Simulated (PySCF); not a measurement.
**Run report: C$_{4}$H$_{9}$OS (charge −1), excited-state calculation**

- system: C$_{4}$H$_{9}$OS, charge −1, SMILES CCOCC[S-]
- method: TDDFT PBE0/def2-SVPD, vertical, gas phase, core orbitals frozen in the response (PySCF 2.14.0)

The geometry comes from this level: GFN2-xTB.

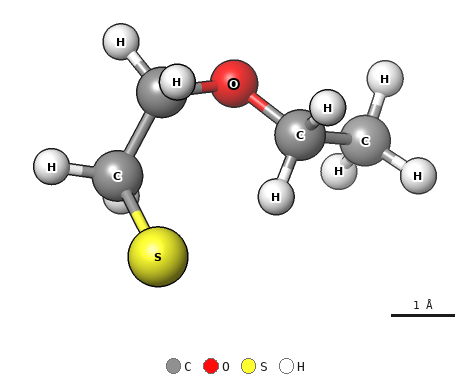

The structure (ball-and-stick view, seen at a tilt).

Input file
```
{"job": {"kind": "uv", "xc": "PBE0", "basis": "def2-SVPD", "nstates": 6, "ntriplets": 2}, "charge": -1, "multiplicity": 1}
C     -2.067050    -0.344349     1.042674
C     -1.018954     0.096452     0.033355
O      0.029462     0.762433     0.718360
C      1.197169     0.890340    -0.069239
C      1.934488    -0.423712    -0.339573
S      1.307255    -1.340240    -1.768953
H     -2.915366    -0.787114     0.525304
H     -1.641848    -1.079631     1.721363
H     -2.408158     0.508917     1.627913
H     -0.615777    -0.762926    -0.521723
H     -1.466036     0.790219    -0.700780
H      0.950653     1.370977    -1.029500
H      1.840459     1.570342     0.508102
H      2.993480    -0.188942    -0.520450
H      1.875810    -1.054778     0.556960
```

The first line tells a small driver script what to run in PySCF; the rest is the geometry in Å.

Run on 1 CPU thread, shared host.

Command:
```bash
OMP_NUM_THREADS=1 python <driver script> task.json out
```

Output
```
coarse grid: 12640 points
cycle   1  E = -630.3912437752  dE =  4.176e-01  |g| = 6.348e-01  |ddm| = 4.893e+00
cycle   2  E = -630.2788795037  dE =  1.124e-01  |g| = 9.456e-01  |ddm| = 3.853e+00
cycle   3  E = -630.5115722558  dE = -2.327e-01  |g| = 7.998e-02  |ddm| = 2.953e+00
cycle   4  E = -630.5125491432  dE = -9.769e-04  |g| = 4.227e-02  |ddm| = 1.652e-01
cycle   5  E = -630.5129482524  dE = -3.991e-04  |g| = 9.223e-03  |ddm| = 6.899e-02
cycle   6  E = -630.5129679480  dE = -1.970e-05  |g| = 2.581e-03  |ddm| = 2.735e-02
cycle   7  E = -630.5129697166  dE = -1.769e-06  |g| = 4.672e-04  |ddm| = 5.929e-03
final grid: 116136 points
cycle   8  E = -630.5889823241  dE = -3.271e-05  |g| = 1.134e-02  |ddm| = 1.122e-01
cycle   9  E = -630.5889526897  dE =  2.963e-05  |g| = 1.653e-02  |ddm| = 2.999e-02
cycle  10  E = -630.5890100315  dE = -5.734e-05  |g| = 1.335e-03  |ddm| = 1.749e-02
cycle  11  E = -630.5890104456  dE = -4.140e-07  |g| = 2.117e-04  |ddm| = 2.050e-03
cycle  12  E = -630.5890104568  dE = -1.128e-08  |g| = 7.244e-05  |ddm| = 5.761e-04
cycle  13  E = -630.5890104584  dE = -1.572e-09  |g| = 2.824e-05  |ddm| = 2.144e-04
cycle  14  E = -630.5890104586  dE = -1.878e-10  |g| = 5.817e-06  |ddm| = 4.877e-05
```

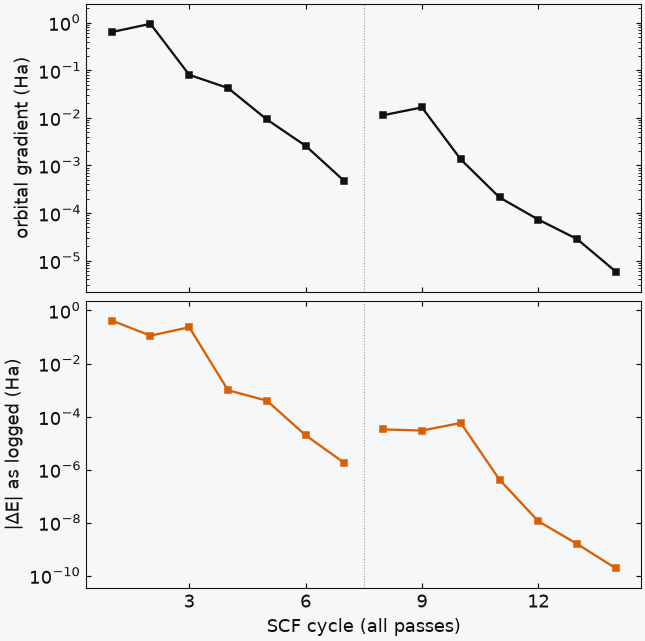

Convergence of the self-consistent field: orbital gradient and size of the energy change against the SCF cycle. The dotted line marks the change from a coarse to the final integration grid. The first 7 cycles use a coarse grid, the final grid takes over at cycle 8, and the field converges after 14 cycles in all.

```
converged SCF energy = -630.5890104586

Static polarisability (au): isotropic 98.879, principal 86.485 97.425 112.727

Singlet excitations
state   eV       nm        f      main configurations
  1   3.3546    369.6   0.00241   H->L 0.98
  2   3.5026    354.0   0.00898   H-1->L 0.97
  3   3.6618    338.6   0.01426   H->L+1 0.93
  4   3.7998    326.3   0.01845   H-1->L+1 0.89
  5   4.0041    309.6   0.02384   H->L+2 0.89
  6   4.1551    298.4   0.02990   H-1->L+2 0.79, H-1->L+3 0.11

Triplet excitations (Tamm-Dancoff, eV): 3.3162 3.4756
```

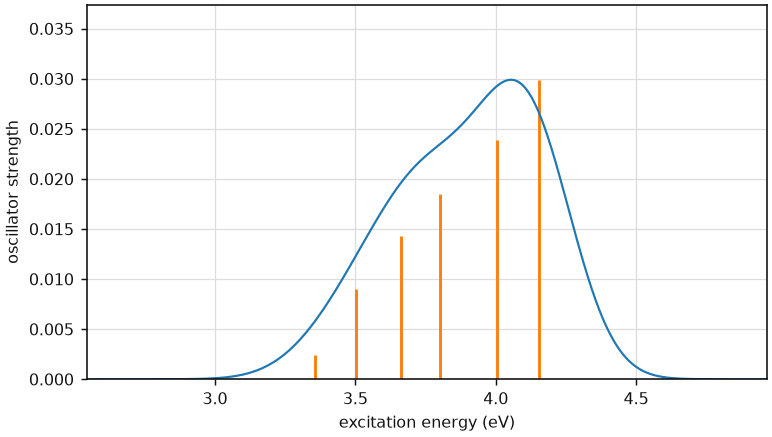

Computed excitations as sticks (degenerate states added up, dark ones marked on the axis), with a Gaussian envelope of 0.35 eV full width at half maximum, scaled to the tallest. Of the 6 states the lowest lies at 3.35 eV (f = 0.002); the strongest line is at 4.16 eV, or 298 nm (f = 0.030).

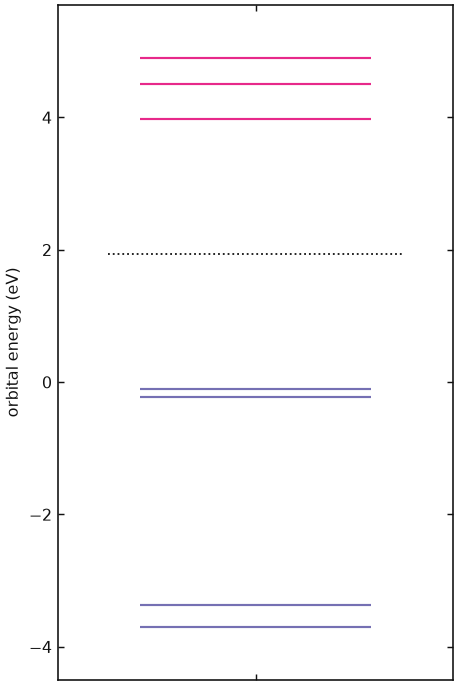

Orbital energies near the frontier; the dotted line parts filled from empty levels, and levels within 0.02 eV of each other stand side by side. Highest filled −0.10 eV, lowest empty 3.98 eV, 4.08 eV apart.

Results in brief

| quantity | value |
| --- | --- |
| outcome | converged |
| total energy | −630.589010 hartree |
| HOMO | −0.10 eV |
| LUMO | 3.98 eV |
| mean polarisability | 98.88 a.u. |
| lowest singlet excitation | 3.35 eV |
| wall time | 24 s |
| peak memory | 0.87 GiB |
